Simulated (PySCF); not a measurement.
Si(OMe)2 (C2H6O2Si).

Method: ωB97X/def2-TZVP; geometry: GFN2-xTB; program: PySCF. No frequency check shows the geometry to be a minimum.

Input script:

```python
import numpy as np
from pyscf import gto, scf, dft
from pyscf.scf import atom_ks, atom_hf
from scipy.linalg import block_diag

def solve(mol, dm0=None, hcore=None):
    mf = (dft.UKS if mol.spin else dft.RKS)(mol, xc='wb97x')
    mf.grids.level = 3
    mf = mf.density_fit(auxbasis='def2-universal-jkfit')
    mf.conv_tol, mf.max_cycle = 1e-8, 80
    if hcore is not None:
        mf.get_hcore = lambda *args: hcore
    mf.kernel(dm0)
    if not mf.converged:
        mf = mf.newton().run(mf.mo_coeff, mf.mo_occ, max_cycle=30)
    assert mf.converged, 'SCF not converged'
    return mf

mol = gto.M(atom='''
Si     0.00073    -0.70336     0.00160
O     -1.19549     0.40923     0.00435
C     -2.56107     0.19888    -0.00463
H     -2.87925    -0.26775    -0.94238
H     -3.05821     1.16454     0.09687
H     -2.86773    -0.44892     0.82207
O      1.19493     0.41263     0.00713
C      2.56036     0.19830    -0.00584
H      2.87751    -0.37729     0.86955
H      3.06169     1.16745     0.00616
H      2.86443    -0.34887    -0.90370
''', basis='def2-tzvp', charge=0, spin=0, verbose=4)
mf = solve(mol)
mf.analyze()
# spherically averaged free atoms, for the promolecule
atm = atom_ks.get_atm_nrks(mol, xc='wb97x')
pro = block_diag(*[(atm[a[0]][2] * atm[a[0]][3]) @ atm[a[0]][2].T for a in mol._atom])
np.savez('result.npz', e=mf.e_tot, c=mf.mo_coeff, occ=mf.mo_occ, eps=mf.mo_energy, pro=pro, dip=mf.dip_moment(verbose=0), s2=mf.spin_square()[0])
```

Run with:

```sh
OMP_NUM_THREADS=1 python input.py
```

The run took 50 s on 1 thread of Intel(R) Xeon(R) Processor @ 2.50GHz (Skylake/Cascade Lake) (shared host), peak memory 0.79 GiB.

Partitions, critical points and surface values were worked out afterwards from this run's density.

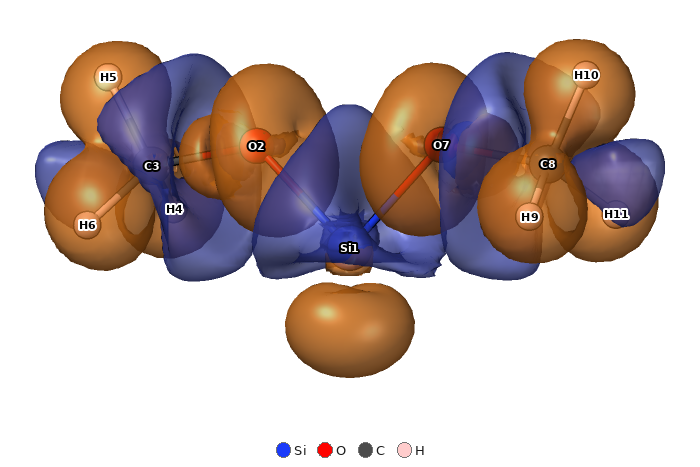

Deformation density (molecule less spherical, spin-averaged free atoms at the same positions), surfaces at ±0.05 e/Å³; orange: gain, blue: loss.

Question: How much density has each bond gained at its critical point, relative to the free atoms?

Answer: C3–H5 and C8–H10: +0.79 e/Å³ at the bond critical point (bond length 1.09 Å, Mayer order 1.0). C3–H6 and C8–H11: +0.78 e/Å³ at the bond critical point (bond length 1.09 Å, Mayer order 1.0). C3–H4: +0.78 e/Å³ at the bond critical point (bond length 1.09 Å, Mayer order 1.0). C8–H9: +0.78 e/Å³ at the bond critical point (bond length 1.09 Å, Mayer order 1.0). Si1–O2 and Si1–O7: +0.12 e/Å³ at the bond critical point (bond length 1.63 Å, Mayer order 1.1). O2–C3 and O7–C8: +0.11 e/Å³ at the bond critical point (bond length 1.38 Å, Mayer order 0.9); up to 0.6 Å beside the axis the gain reaches +0.36 e/Å³. In all, 2.8 electrons gather in the regions of gain relative to the promolecule. A small or negative value marks a very polar bond, one between electron-rich atoms, whose free-atom densities already overlap strongly, a long bond to a heavier atom, or a closed-shell contact such as a hydrogen bond.

Question: Where do the Hirshfeld charges lie?

Answer: The highest Hirshfeld charge is on Si1 (+0.30 e), the lowest on O2 and O7 (−0.23 e).

| atom | charge (e) |
| --- | --- |
| Si1 | +0.30 |
| O2 | −0.23 |
| C3 | −0.05 |
| H4 | +0.04 |
| H5 | +0.05 |
| H6 | +0.04 |
| O7 | −0.23 |
| C8 | −0.05 |
| H9 | +0.04 |
| H10 | +0.05 |
| H11 | +0.04 |
